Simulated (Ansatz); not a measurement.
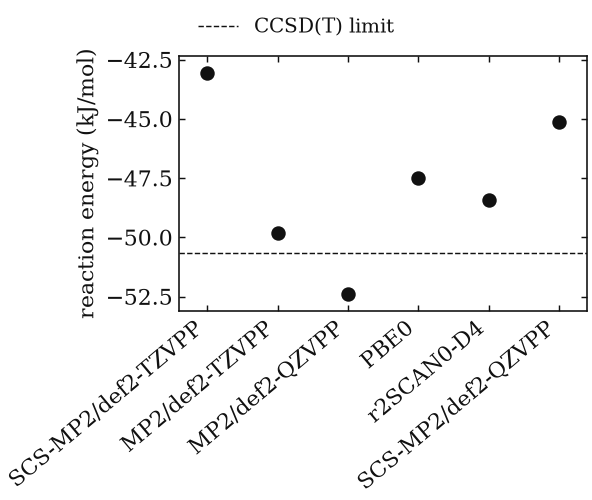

Electronic reaction energy of GaNH₂ClF ([NH2][Ga]([F])[Cl]) + HBr (Br) → GaNH₂BrCl ([NH2][Ga]([Cl])[Br]) + HF (F) (SMILES in brackets) at several levels (functionals in def2-TZVPP unless a basis is named), isolated molecules at PBE0-D4 triple-zeta geometries, minima by their frequencies, no zero-point or thermal terms, the Ansatz code 0.2.0. The line is frozen-core CCSD(T) at the basis limit (MP2 extrapolated from triple and quadruple zeta, plus CCSD(T) less MP2 in a smaller set). No dispersion term is added to PBE0. The distance of SCS-MP2/def2-TZVPP, MP2/def2-TZVPP, MP2/def2-QZVPP and SCS-MP2/def2-QZVPP to the limit includes basis error. The limit lies 6.2 kJ/mol from CCSD(T)/def2-TZVPP, so the line itself is uncertain by a part of that.

Question: What range do the values span, the line included?

Answer: From −52.4 kJ/mol (MP2/def2-QZVPP) to −43.1 kJ/mol (SCS-MP2/def2-TZVPP).

Question: Which level comes closest to the line (CCSD(T) limit), and which misses most?

Answer: Closest MP2/def2-TZVPP (−49.8 kJ/mol), against −50.7 kJ/mol; farthest SCS-MP2/def2-TZVPP (−43.1 kJ/mol).

Note: no scalar relativity up to krypton; outer-core shells are correlated without core-valence functions, which makes the correlated values less sure.
